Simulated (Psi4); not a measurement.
# C3H6O2 (SMILES COC(C)=O) at 3 levels

Aim: a comparison of 3 runs (B2PLYP/6-31G*, DSD-PBEP86/6-31G*, MP3/6-31G*) of C3H6O2. 

Program for the calculation: Psi4 1.11.

1 further run of the same task is left out (it didn't finish).

## Step 1: The system as given

C3H6O2 has 11 atoms, charge 0, and is taken as a singlet. SMILES: `COC(C)=O`. The C1–H6 distance was set to 1.964 Å, away from the relaxed value. At this shape a bond of the SMILES string is far longer than usual.

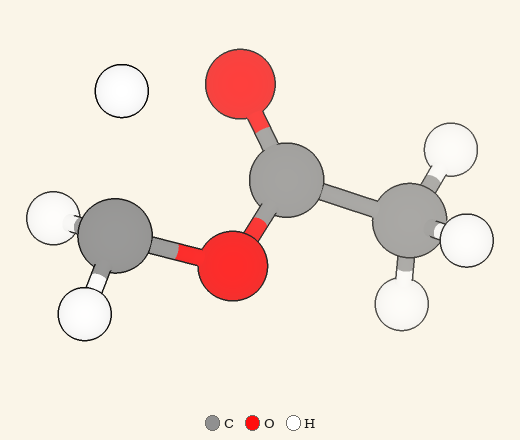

The structure, seen from a chosen angle (carbon grey, oxygen red, hydrogen white).

## Step 2: The energy at B2PLYP/6-31G(d) (density fitting for correlation, spherical functions) (run 1)

File run.py:

```python
import psi4

psi4.set_memory(1600000000)
psi4.set_num_threads(1)
psi4.set_output_file('c3h6o2.out', False)

molecule = psi4.geometry("""
0 1
C     -3.52646138     0.78365998     0.12497893
O     -2.02242836    -1.41295767    -0.26090315
C      0.18874018    -1.01517032    -1.43423410
C      1.62379820    -3.43420873    -1.74584994
O      0.88245864     1.03272588    -2.12436208
H     -1.71719413     3.25826578     2.21589285
H     -4.00342826     1.66408338    -1.67706391
H     -5.22740387     0.13983028     1.08288110
H      1.98700356    -4.27702659     0.10154632
H      3.39787308    -3.06060988    -2.71093307
H      0.49941115    -4.78441805    -2.82639533
units bohr
symmetry c1
no_reorient
no_com
""")

options = {'basis': '6-31G*', 'puream': True, 'e_convergence': 1e-09, 'd_convergence': 1e-08, 'scf_type': 'pk', 'dft_radial_points': 99, 'dft_spherical_points': 590, 'num_frozen_docc': 5}
psi4.set_options(options)

energy_value, wavefunction = psi4.energy("b2plyp", molecule=molecule, return_wfn=True)
print(f'b2plyp energy: {energy_value:.10f} Eh')
```

On the command line:

```sh
$ python run.py
```

c3h6o2.out:

```text
[...]
  Running in c1 symmetry.
[...]
  Nuclear repulsion =  180.049590166804535
[...]
  Multiplicity = 1
[...]
  Nalpha       = 20
  Nbeta        = 20
[...]
    Number of basis functions: 82
[...]
   @RKS iter   1:  -267.52359460230275   -6.94768e-01   7.85397e-03 ADIIS/DIIS
[...]
   @RKS iter  13:  -267.72601808149125   -6.25278e-13   3.17159e-09 DIIS
[...]
    Orbital Energies [Eh]
    ---------------------
    Doubly Occupied:
       1A    -19.802405     2A    -19.730065     3A    -10.765214
       4A    -10.731351     5A    -10.630083     6A     -1.268246
       7A     -1.167238     8A     -0.885783     9A     -0.801168
      10A     -0.651034    11A     -0.587663    12A     -0.567943
      13A     -0.558917    14A     -0.502041    15A     -0.481201
      16A     -0.473447    17A     -0.441097    18A     -0.396060
      19A     -0.349032    20A     -0.313224
[...]
  @RKS Final Energy:  -267.72601808149125
   => Energetics <=
    Nuclear Repulsion Energy =            180.0495901668045349
    One-Electron Energy =                -721.1002205535660323
    Two-Electron Energy =                 290.3459010434106062
    DFT Exchange-Correlation Energy =     -17.0212887381404308
    Empirical Dispersion Energy =           0.0000000000000000
    VV10 Nonlocal Energy =                  0.0000000000000000
    Total Energy =                       -267.7260180814912474
[...]
 Multipole Moments:
 ------------------------------------------------------------------------------------
     Multipole            Electronic (a.u.)      Nuclear  (a.u.)        Total (a.u.)
 ------------------------------------------------------------------------------------
 L = 1.  Multiply by 2.5417464519 to convert [e a0] to [Debye]
 Dipole X            :         23.9982685          -24.4670342           -0.4687657
 Dipole Y            :         31.2328588          -32.0960438           -0.8631850
 Dipole Z            :         41.2122965          -41.2268245           -0.0145280
 Magnitude           :                                                    0.9823649
[...]
```

Standard output:

```text
b2plyp energy: -267.9771339948 Eh
```

Run time: 21 s. Hardware: 1 thread of Intel Xeon Platinum 8488C (Sapphire Rapids), shared host; peak memory 0.93 GiB.

## Step 3: The energy at DSD-PBEP86/6-31G(d) (density fitting for correlation, spherical functions) (run 2)

File calc.inp:

```
memory 1600 mb

molecule {
  C     -1.866123     0.414695     0.066136
  O     -1.070223    -0.747705    -0.138064
  C      0.099877    -0.537205    -0.758964
  C      0.859277    -1.817305    -0.923864
  O      0.466977     0.546495    -1.124164
  H     -0.908700     1.724200     1.172600
  H     -2.118523     0.880595    -0.887464
  H     -2.766223     0.073995     0.573036
  H      1.051477    -2.263305     0.053736
  H      1.798077    -1.619605    -1.434564
  H      0.264277    -2.531805    -1.495664
  symmetry c1
  no_reorient
  no_com
}

set {
  basis                6-31G*
  puream               true
  e_convergence        1e-09
  d_convergence        1e-08
  scf_type             pk
  dft_radial_points    99
  dft_spherical_points 590
  num_frozen_docc      5
}

energy("dsd-pbep86")
print_variables()
```

On the command line:

```sh
$ psi4 -n 1 calc.inp calc.out
```

calc.out:

```text
[...]
  Running in c1 symmetry.
[...]
  Nuclear repulsion =  180.049590102337106
[...]
  Multiplicity = 1
[...]
  Nalpha       = 20
  Nbeta        = 20
[...]
    Number of basis functions: 82
[...]
   @RKS iter   1:  -267.13800392746407   -8.37623e-01   6.87282e-03 ADIIS/DIIS
[...]
   @RKS iter  13:  -267.29572397394764   -2.16005e-12   2.97328e-09 DIIS
[...]
    Orbital Energies [Eh]
    ---------------------
    Doubly Occupied:
       1A    -20.133980     2A    -20.060175     3A    -11.009811
       4A    -10.976622     5A    -10.869801     6A     -1.359394
       7A     -1.254608     8A     -0.953923     9A     -0.863357
      10A     -0.706147    11A     -0.638789    12A     -0.620606
      13A     -0.607579    14A     -0.545895    15A     -0.524330
      16A     -0.514875    17A     -0.483969    18A     -0.436021
      19A     -0.394132    20A     -0.341700
[...]
  @RKS Final Energy:  -267.29572397394764
   => Energetics <=
    Nuclear Repulsion Energy =            180.0495901023371061
    One-Electron Energy =                -720.8578702981967581
    Two-Electron Energy =                 283.6375432427711871
    DFT Exchange-Correlation Energy =     -10.1249870208591606
    Empirical Dispersion Energy =           0.0000000000000000
    VV10 Nonlocal Energy =                  0.0000000000000000
    Total Energy =                       -267.2957239739476449
[...]
 Multipole Moments:
 ------------------------------------------------------------------------------------
     Multipole            Electronic (a.u.)      Nuclear  (a.u.)        Total (a.u.)
 ------------------------------------------------------------------------------------
 L = 1.  Multiply by 2.5417464519 to convert [e a0] to [Debye]
 Dipole X            :         23.9858560          -24.4670344           -0.4811783
 Dipole Y            :         31.2168082          -32.0960439           -0.8792358
 Dipole Z            :         41.2179558          -41.2268245           -0.0088687
 Magnitude           :                                                    1.0023307
[...]
```

It took 21 s on 1 thread of Intel Xeon Platinum 8488C (Sapphire Rapids), shared host; peak memory 0.92 GiB.

## Step 4: A single-point energy at MP3/6-31G(d) (spherical functions) (run 3)

File calc.in:

```
memory 1.6 GB

molecule {
  0 1
  C     -1.866123     0.414695     0.066136
  O     -1.070223    -0.747705    -0.138064
  C      0.099877    -0.537205    -0.758964
  C      0.859277    -1.817305    -0.923864
  O      0.466977     0.546495    -1.124164
  H     -0.908700     1.724200     1.172600
  H     -2.118523     0.880595    -0.887464
  H     -2.766223     0.073995     0.573036
  H      1.051477    -2.263305     0.053736
  H      1.798077    -1.619605    -1.434564
  H      0.264277    -2.531805    -1.495664
  symmetry c1
}

set basis 6-31G*
set puream true
set e_convergence 1e-09
set d_convergence 1e-08
set scf_type pk
set num_frozen_docc 5
set mp_type conv

E = energy('mp3')
```

On the command line:

```sh
$ psi4 -i calc.in -o calc.out -n 1
```

calc.out:

```text
[...]
  Running in c1 symmetry.
[...]
  Nuclear repulsion =  180.049590102337106
[...]
  Multiplicity = 1
[...]
  Nalpha       = 20
  Nbeta        = 20
[...]
    Number of basis functions: 82
[...]
   @RHF iter   1:  -266.54078274764879   -1.02926e+00   6.43858e-03 ADIIS/DIIS
[...]
   @RHF iter  13:  -266.68605859672397   -6.76437e-12   9.32105e-09 DIIS
[...]
    Orbital Energies [Eh]
    ---------------------
    Doubly Occupied:
       1A    -20.629979     2A    -20.554888     3A    -11.387538
       4A    -11.355504     5A    -11.240887     6A     -1.478364
       7A     -1.368987     8A     -1.040893     9A     -0.942789
      10A     -0.776857    11A     -0.703470    12A     -0.685838
      13A     -0.667755    14A     -0.602300    15A     -0.579211
      16A     -0.567328    17A     -0.539259    18A     -0.484241
      19A     -0.451441    20A     -0.372943
[...]
  @RHF Final Energy:  -266.68605859672397
   => Energetics <=
    Nuclear Repulsion Energy =            180.0495901023371061
    One-Electron Energy =                -720.6103536665955289
    Two-Electron Energy =                 273.8747049675344556
    Total Energy =                       -266.6860585967239672
[...]
 Multipole Moments:
 ------------------------------------------------------------------------------------
     Multipole            Electronic (a.u.)      Nuclear  (a.u.)        Total (a.u.)
 ------------------------------------------------------------------------------------
 L = 1.  Multiply by 2.5417464519 to convert [e a0] to [Debye]
 Dipole X            :          0.2330257           -0.7468470           -0.5138213
 Dipole Y            :          0.2632151           -1.2003062           -0.9370912
 Dipole Z            :         -1.2989131            1.2695093           -0.0294038
 Magnitude           :                                                    1.0691196
[...]
	SCS-MP2 Total Energy (a.u.)        :  -267.41697357998794
	SOS-MP2 Total Energy (a.u.)        :  -267.40900883555111
[...]
	SOS-PI-MP2 Total Energy (a.u.)     :  -267.46462039238395
[...]
	MP2 Total Energy (a.u.)            :  -267.43290306886144
[...]
	SCS-MP3 Total Energy (a.u.)        :  -267.42315831504811
[...]
	MP3 Total Energy (a.u.)            :  -267.45764200910202
[...]
```

Run time: 7.2 s. Hardware: 1 thread of Intel Xeon Platinum 8488C (Sapphire Rapids), shared host; peak memory 0.46 GiB.

## Step 5: The series

| run | level | fitting correlation | integration grid | energy (Eh) | HOMO energy (eV) | LUMO energy (eV) | HOMO–LUMO gap (eV) | wall time |
| --- | --- | --- | --- | --- | --- | --- | --- | --- |
| 1 | B2PLYP/6-31G* (density fitting for correlation, spherical functions) | density fitting | 99 radial × 590 angular | -267.977134 | -8.52 | -0.11 | 8.42 | 21 s |
| 2 | DSD-PBEP86/6-31G* (density fitting for correlation, spherical functions) | density fitting | 99 radial × 590 angular | -267.694246 | -9.30 | 0.76 | 10.06 | 21 s |
| 3 | MP3/6-31G* (spherical functions) | none | – | -267.457642 | -10.15 | 2.31 | 12.45 | 7.2 s |

## Step 6: What came out

| quantity | value |
| --- | --- |
| run 3: total energy | -267.45764 Eh |
| run 3: HOMO energy (Hartree–Fock orbitals) | -10.15 eV |
| run 3: LUMO energy (Hartree–Fock orbitals) | 2.31 eV |
| run 3: HOMO–LUMO gap (Hartree–Fock orbitals) | 12.45 eV |
| run 3: correlation energy (5 core orbitals frozen) | -771.6 mEh |

In words: Totals of different functionals can't be ranked against each other. In runs 1, 2, 3 a closed-shell determinant meets a far-stretched bond, which it describes badly. All runs together took 49 s, the longest 21 s.
